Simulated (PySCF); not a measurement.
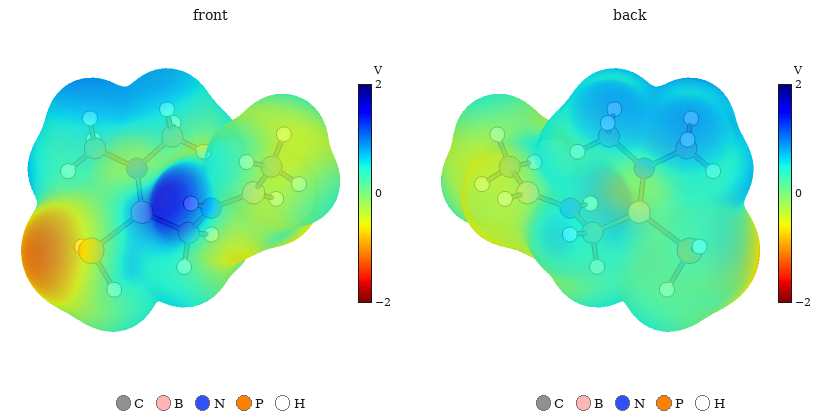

C₄H₁₅B₂N₂P. The molecular electrostatic potential painted on the density surface at 0.002 e/bohr³, seen from the front and from behind; the colour scale runs from red (negative) to blue (positive).

Geometry: GFN2-xTB.

The calculation used PySCF, PBE0/pcSseg-1, SCF density, gas phase, non-relativistic.

```csv
atom,x (Å),y (Å),z (Å)
C,3.5034,1.0764,0.5838
B,2.5128,0.2577,-0.3467
N,1.4991,-0.4911,0.2093
C,0.5001,-1.3069,-0.4711
B,-1.0195,-1.0013,-0.0406
P,-2.1109,-2.4873,0.5377
N,-1.5439,0.2761,-0.0145
C,-0.8620,1.4650,-0.4852
C,-2.8784,0.5920,0.4503
H,3.2628,0.9997,1.6426
H,4.5280,0.7306,0.4563
H,3.5064,2.1338,0.3230
H,2.6181,0.2837,-1.5186
H,1.3900,-0.5380,1.2128
H,0.7366,-2.3656,-0.2839
H,0.6324,-1.1563,-1.5475
H,-1.4408,-3.4672,-0.1742
H,-3.0912,-2.3556,-0.4335
H,-1.4375,1.9285,-1.2918
H,-0.7665,2.1918,0.3264
H,0.1291,1.2182,-0.8490
H,-3.5153,0.9025,-0.3840
H,-3.3262,-0.2766,0.9313
H,-2.8384,1.4098,1.1746
```

Describe the electrostatic potential map.

Answer. The most negative region (about −1.2 V) lies over P6, the most positive (about +1.5 V) over H14.

What dipole moment does the calculation give?

Answer. Its dipole moment is 2.05 D.
